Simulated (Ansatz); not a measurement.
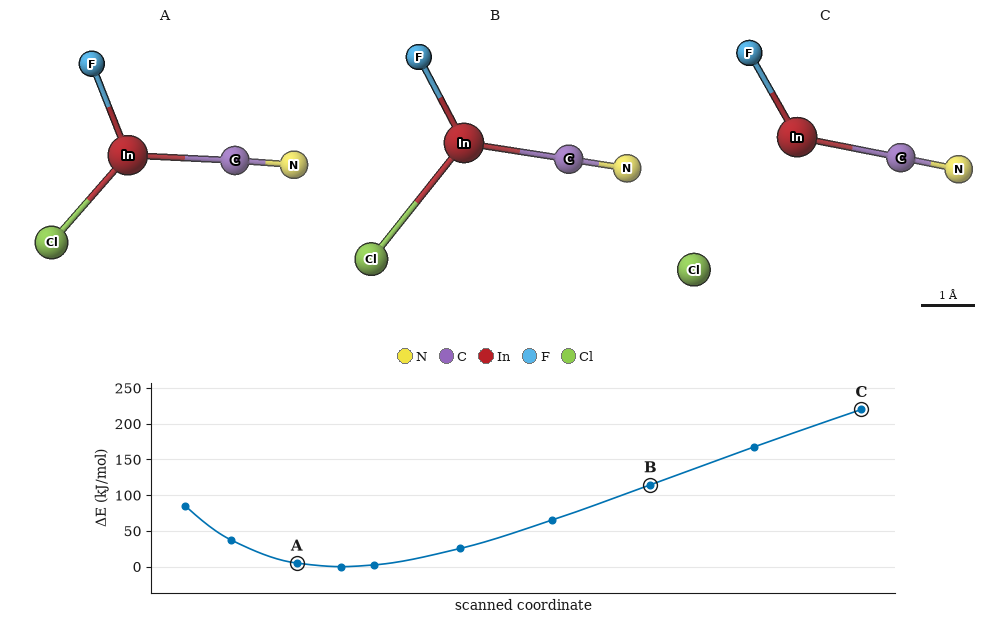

A scan of InCNClF along one coordinate. A ball-and-stick model, seen at a tilt.

Level of theory: wB97M-V (def2-TZVPP, Ansatz), on geometries relaxed under the constraint at PBE0-D4/def2-TZVP. Elements past krypton carry the basis set's effective core potentials. Energies are counted from the PBE0-D4/def2-TZVP minimum geometry at the same level.

What is being scanned?

The In–Cl bond length is varied, with all other coordinates relaxed. In the frames the distance is 2.202 Å (A), 2.822 Å (B), 3.192 Å (C). The lowest computed point lies at the distance 2.280 Å (0.0 kJ/mol). The curvature at the lowest point is about 17 eV/Å² (2.7 mdyn/Å). The well is steeper on the short side, as for any bond.
